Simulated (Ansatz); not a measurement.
## Electronic structure of C₂H₇N in real space

```yaml
atoms:
  - { symbol: N, position_ang: [-1.3696, -0.1716, -0.0257] }
  - { symbol: C, position_ang: [0.0120, -0.4306, 0.3520] }
  - { symbol: H, position_ang: [0.3906, -1.4034, -0.0006] }
  - { symbol: H, position_ang: [0.0585, -0.4570, 1.4452] }
  - { symbol: C, position_ang: [0.9153, 0.6707, -0.1621] }
  - { symbol: H, position_ang: [1.9501, 0.5067, 0.1464] }
  - { symbol: H, position_ang: [0.8983, 0.7114, -1.2557] }
  - { symbol: H, position_ang: [0.5865, 1.6415, 0.2143] }
  - { symbol: H, position_ang: [-1.4612, -0.1671, -1.0349] }
  - { symbol: H, position_ang: [-1.9803, -0.9006, 0.3210] }
```

The reactant side of a reaction path; geometry: PBE0-D4/def2-TZVP.

These are results of Ansatz 0.2.0, RKS PBE0-D4/def2-TZVPP, not measurements.

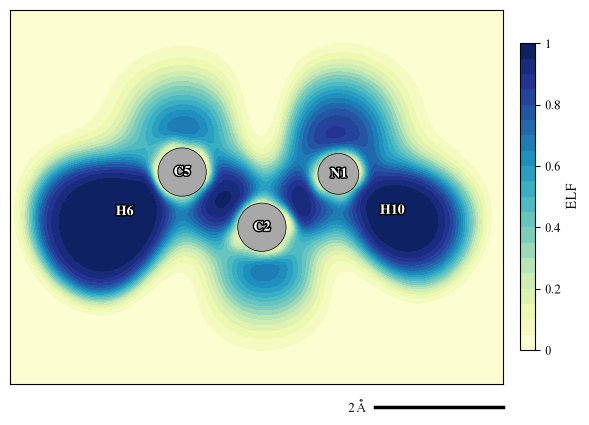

Figure 1. Electron localisation function on the plane of atoms N1, C2 and C5. Grey discs cover the atomic cores.

Describe what can be read from this map.

Answer. Atoms in the plane: N, C and H.
C–N (1.46 Å): the ELF peaks at about 0.90 between the atoms, as expected for a shared electron pair.
C–C (1.51 Å): the ELF peaks at about 0.95 between the atoms; a covalent bond.
N–H (1.01 Å): the ELF climbs to about 1 towards the hydrogen, as it does in any bond to H (a covalent bond by its length).
C–H (1.09 Å): the ELF climbs to about 1 towards the hydrogen (a covalent bond by its length).

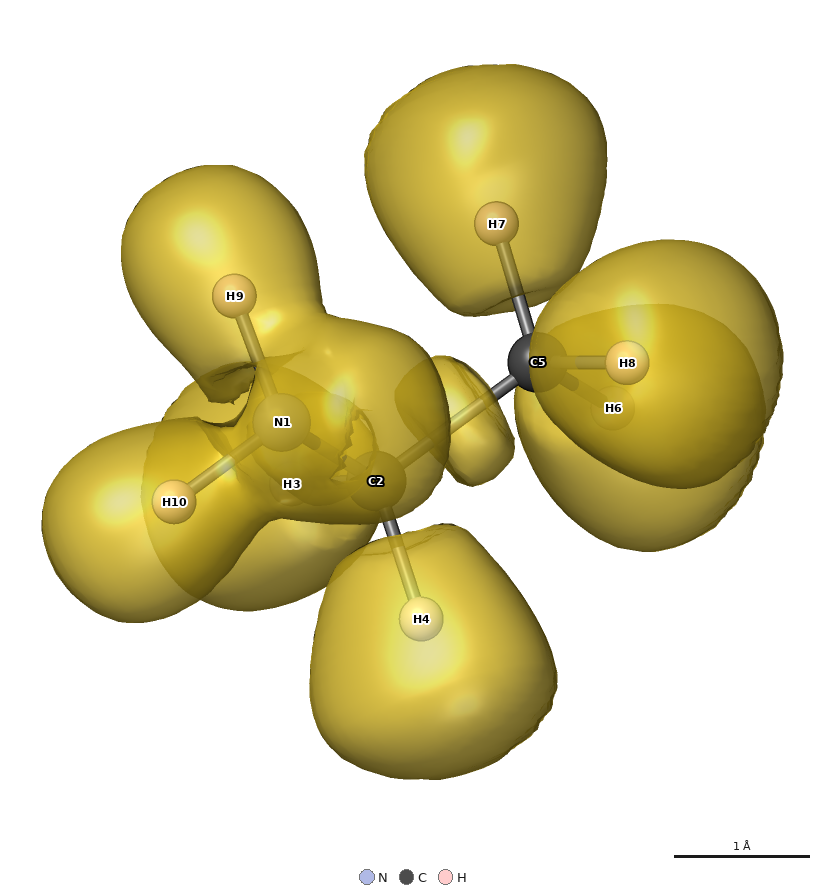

Figure 2. Isosurface of the electron localisation function at 0.75 (yellow), seen at a tilt. Core shells and regions of very low density are left out.

Where are the electrons localised?

Answer. At this value the surface marks out one region between bonded C–C atoms (shared pairs), five regions around hydrogen nuclei and one joined region spread over several atoms (H, N), in which their bonds and any lone pairs are merged.

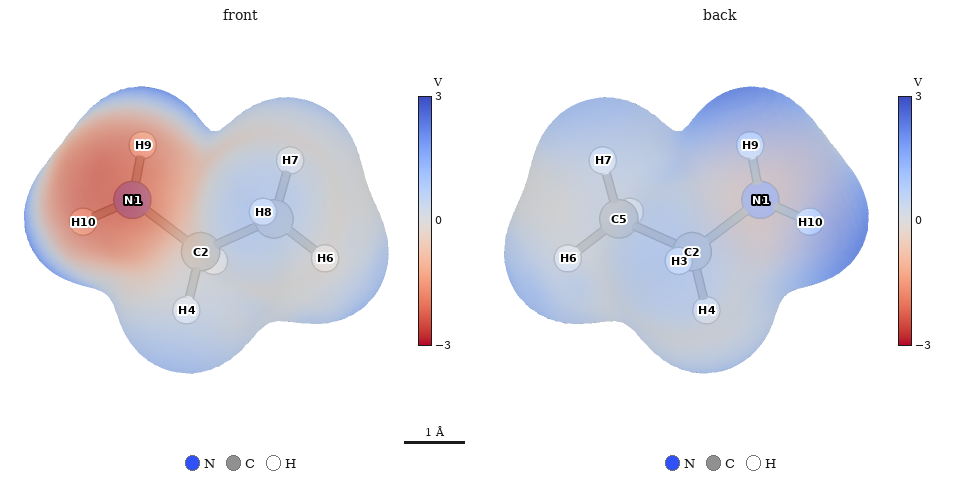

Figure 3. The molecular electrostatic potential painted on the density surface at 0.004 e/bohr³, seen from the front and from behind; the colour scale runs from red (negative) to blue (positive).

Where is the surface potential most negative and most positive?

Answer. The most negative region (about −2.2 V, or −51 kcal/mol for a unit charge) lies over N1, the most positive (about +2.0 V, or +46 kcal/mol for a unit charge) over H9 and H10. N1 is the likeliest acceptor of a hydrogen bond.
